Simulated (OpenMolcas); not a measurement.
# One shape, several levels: BGeH3Cl2 (SMILES Cl[B](Cl)[GeH3])

Aim: a comparison of 6 runs (B3LYP/6-31G*, BHLYP/cc-pVDZ, M06-L/cc-pVDZ, PBE0/cc-pVDZ, revPBE/cc-pVDZ, MP2/cc-pVDZ) of BGeH3Cl2. 

The calculation is run with OpenMolcas 26.06.

1 further run of the same task is left out (set aside as unsound or not needed).

**1. The system as given**

BGeH3Cl2: 7 atoms, total charge 0, spin state singlet. SMILES: `Cl[B](Cl)[GeH3]`. The coordinates come from a PBE0-D4/def2-TZVP relaxation.

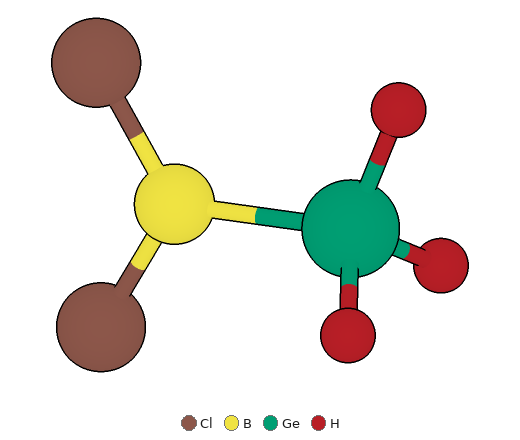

The structure, seen from a chosen angle (chlorine brown, boron yellow, germanium teal, hydrogen red).

**2. Energy and gradient at B3LYP/6-31G(d) (spherical functions) (run 1)**

mol.xyz

```xyz
7

Cl     1.749500    -1.428200     1.208700
B      0.206400    -1.021900     0.511500
Cl    -1.082400    -2.191800     0.604700
Ge    -0.123100     0.798500    -0.412200
H     -0.556200     0.560600    -1.868300
H     -1.266100     1.534300     0.306700
H      1.133300     1.680500    -0.396700
```

job.input

```
>>> EXPORT MOLCAS_PRINT=2

&GATEWAY
 BASLIB=$CurrDir
 COORD=mol.xyz
 BASIS=6-31Gs
 GROUP=NoSym

&SEWARD
 GRIDINPUT
 Grid=UltraFine
 End of Grid

&SCF
 KSDFT=B3LYP
 THRESHOLDS=1e-10 1e-07 1e-07 1e-05
 PRORBITALS=1 1

&ALASKA
```

The basis set 6-31G* is read from a file made from the Basis Set Exchange's data (not shown).

Started as:

```sh
export MOLCAS_MEM=1860
pymolcas job.input > job.log
```

The log of the run:

```text
--- Start Module: gateway ---
[...]
--- Stop Module: gateway /rc=_RC_ALL_IS_WELL_ ---
[...]
      Basis functions           88
[...]
--- Start Module: scf ---
[...]
       Convergence after  13 Iterations
[...]
::    Total KS-DFT energy                           -3023.8701105996
[...]
      Total spin, S                                     0.0000000000
[...]
      Total electronic charge=   74.000000
      Total            charge=   -0.000000
[...]
      Dipole Moment (debye):
      Origin of the operator (angstrom)=    0.1001   -0.4751    0.2318
                   X= -3.3698E-02               Y=  3.6856E-01               Z= -1.7692E-01           Total=  4.1021E-01
      Quadrupole Moment (debye*angstrom):
[...]
--- Stop Module: scf /rc=_RC_ALL_IS_WELL_ ---
[...]
--- Start Module: alaska ---
[...]
 *              Molecular gradients               *
 **************************************************
  Irreducible representation: a
 ------------------------------------------------------------------------------------------
                              X                       Y                       Z
 ------------------------------------------------------------------------------------------
  CL1              -8.06024185284215E-03    1.56239259760227E-03   -3.39062406284008E-03
  B2                5.65285054510256E-04   -4.02909892794812E-03    1.99435080399446E-03
  CL3               6.91503658983095E-03    5.62700020931217E-03   -2.08461830411455E-04
  GE4              -4.18594435374509E-04    3.27180584942965E-04   -2.85694701069872E-04
  H5                9.39776048519469E-04    8.89773041359287E-05    2.87440032779518E-03
  H6                2.23327248729088E-03   -1.69801918714629E-03   -1.11108100930668E-03
  H7               -2.17453389208799E-03   -1.87843258091913E-03    1.27110471848269E-04
 ------------------------------------------------------------------------------------------
--- Stop Module: alaska /rc=_RC_ALL_IS_WELL_ ---
[...]
```

It took 21 s on 1 thread of Intel Xeon 6975P-C (Granite Rapids), shared host; peak memory 0.48 GiB.

**3. Energy and gradient at BHLYP/cc-pVDZ (run 2)**

input.xyz

```xyz
7

Cl     1.749500    -1.428200     1.208700
B      0.206400    -1.021900     0.511500
Cl    -1.082400    -2.191800     0.604700
Ge    -0.123100     0.798500    -0.412200
H     -0.556200     0.560600    -1.868300
H     -1.266100     1.534300     0.306700
H      1.133300     1.680500    -0.396700
```

run.input

```
* BCl2GeH3 Kohn-Sham DFT

&gateway
 baslib=$CurrDir
 coord=input.xyz
 basis=cc-pVDZ
 group=NoSym

&seward
 gridinput
 Grid=UltraFine
 End of Grid

&scf
 ksdft=HYB_GGA_XC_BHANDHLYP
 thresholds=1e-10 1e-07 1e-07 1e-05
 prorbitals=1 2

&alaska
```

The basis set cc-pVDZ is read from a file made from the Basis Set Exchange's data (not shown).

Started as:

```sh
export MOLCAS_MEM=1860
pymolcas run.input > run.log
```

The log of the run:

```text
--- Start Module: gateway ---
[...]
--- Stop Module: gateway /rc=_RC_ALL_IS_WELL_ ---
[...]
      Basis functions           92
[...]
--- Start Module: scf ---
[...]
       Convergence after  12 Iterations
[...]
::    Total KS-DFT energy                           -3024.0675785792
[...]
      Total spin, S                                     0.0000000000
[...]
      Total electronic charge=   74.000000
      Total            charge=   -0.000000
[...]
      Dipole Moment (debye):
      Origin of the operator (angstrom)=    0.1001   -0.4751    0.2318
                   X= -3.0774E-02               Y=  3.8556E-01               Z= -1.8358E-01           Total=  4.2815E-01
      Quadrupole Moment (debye*angstrom):
[...]
--- Stop Module: scf /rc=_RC_ALL_IS_WELL_ ---
[...]
--- Start Module: alaska ---
[...]
 *              Molecular gradients               *
 **************************************************
  Irreducible representation: a
 ------------------------------------------------------------------------------------------
                              X                       Y                       Z
 ------------------------------------------------------------------------------------------
  CL1              -5.75869178188171E-03    1.79936874921793E-03   -2.72899680637906E-03
  B2                5.39689605205673E-04   -4.78973312574442E-03    2.32914388122496E-03
  CL3               4.82118071812110E-03    4.66409263517065E-03   -4.76983583086898E-04
  GE4               7.51785195624244E-04   -2.68171732630762E-03    1.43603055305341E-03
  H5               -3.83151873066812E-04   -1.55511401486286E-04   -1.00177332458262E-03
  H6               -8.64450869692668E-04    4.91476376549116E-04    4.53204182425448E-04
  H7                8.93639005769664E-04    6.72024092492229E-04   -1.06249026698979E-05
 ------------------------------------------------------------------------------------------
--- Stop Module: alaska /rc=_RC_ALL_IS_WELL_ ---
[...]
```

It took 23 s on 1 thread of Intel Xeon 6975P-C (Granite Rapids), shared host; peak memory 0.5 GiB.

Runs 3 to 5 aren't shown in full; the table further down has their settings and results.

**4. A single-point energy at MP2/cc-pVDZ (run 6)**

calc.input

```
&GATEWAY
  BASLIB=$CurrDir
  COORD
  7
  bohr
  Cl     3.30607586    -2.69890685     2.28411197
  B      0.39003947    -1.93111113     0.96659491
  Cl    -2.04543956    -4.14190172     1.14271739
  Ge    -0.23262529     1.50894631    -0.77894511
  H     -1.05106567     1.05938047    -3.53057532
  H     -2.39258225     2.89940679     0.57957900
  H      2.14162662     3.17568475    -0.74965435
  BASIS=cc-pVDZ
  GROUP=NoSym

&SEWARD

&SCF
  THRESHOLDS=1e-10 1e-07 1e-07 1e-05
  PRORBITALS=0

&MBPT2
  FROZEN=20
```

The basis set cc-pVDZ is read from a file made from the Basis Set Exchange's data (not shown).

Started as:

```sh
export MOLCAS_MEM=1860
pymolcas calc.input > calc.log
```

The log of the run:

```text
--- Start Module: gateway ---
[...]
--- Stop Module: gateway /rc=_RC_ALL_IS_WELL_ ---
[...]
      Basis functions           92
[...]
--- Start Module: scf ---
[...]
       Convergence after  12 Iterations
[...]
::    Total SCF energy                              -3020.8429133622
[...]
      Total spin, S                                     0.0000000000
[...]
      Total electronic charge=   74.000000
      Total            charge=   -0.000000
[...]
      Dipole Moment (debye):
      Origin of the operator (angstrom)=    0.1001   -0.4751    0.2318
                   X= -4.1244E-02               Y=  5.5721E-01               Z= -2.6439E-01           Total=  6.1813E-01
      Quadrupole Moment (debye*angstrom):
[...]
--- Stop Module: scf /rc=_RC_ALL_IS_WELL_ ---
[...]
--- Start Module: mbpt2 ---
[...]
WARNING!
Default frozen orbitals as non valence orbitals is overwritten by user input.
Default values:  25
[...]
       Reference weight ( Cref**2 )         =        0.84023
::    Total MBPT2 energy                            -3021.3148200327
[...]
      Total MBPT2 calculations                           0.25      0.30
--- Stop Module: mbpt2 /rc=_RC_ALL_IS_WELL_ ---
[...]
```

It took 5.7 s on 1 thread of Intel Xeon 6975P-C (Granite Rapids), shared host; peak memory 0.51 GiB.

**5. All runs side by side**

```tsv
run	level	task	integration grid	energy (Eh)	dipole moment (D) of the reference	HOMO energy (eV)	LUMO energy (eV)	wall time
1	B3LYP/6-31G* (spherical functions)	gradient	UltraFine	-3023.870111	0.41	-8.01	-2.12	21 s
2	BHLYP/cc-pVDZ	gradient	UltraFine	-3024.067579	0.43	-9.35	-0.89	23 s
3	M06-L/cc-pVDZ	gradient	UltraFine	-3024.037148	0.47	-7.28	-2.61	34 s
4	PBE0/cc-pVDZ	gradient	UltraFine	-3023.501730	0.34	-8.23	-1.97	25 s
5	revPBE/cc-pVDZ	gradient	UltraFine	-3023.760725	0.17	-6.92	-2.74	29 s
6	MP2/cc-pVDZ	energy	–	-3021.314820	0.62	-11.17	1.61	5.7 s
```

**6. What came out**

| quantity | value |
| --- | --- |
| run 6: total energy | -3021.31482 Eh |
| run 6: dipole moment (mean-field density) | 0.62 D |
| run 6: HOMO energy (Hartree–Fock orbitals) | -11.17 eV |
| run 6: LUMO energy (Hartree–Fock orbitals) | 1.61 eV |
| run 6: HOMO–LUMO gap (Hartree–Fock orbitals) | 12.78 eV |
| run 6: correlation energy (20 core orbitals frozen) | -471.9 mEh |

Over runs 1, 2, 3, 4, 5 the dipole moment (its size) runs from 0.17 D (revPBE/cc-pVDZ) to 0.47 D (M06-L/cc-pVDZ). Over runs 1, 2, 3, 4, 5 the HOMO–LUMO gap runs from 4.17 eV (revPBE/cc-pVDZ) to 8.46 eV (BHLYP/cc-pVDZ). Totals of different functionals can't be ranked against each other. All runs together took 2.3 min, the longest 34 s.
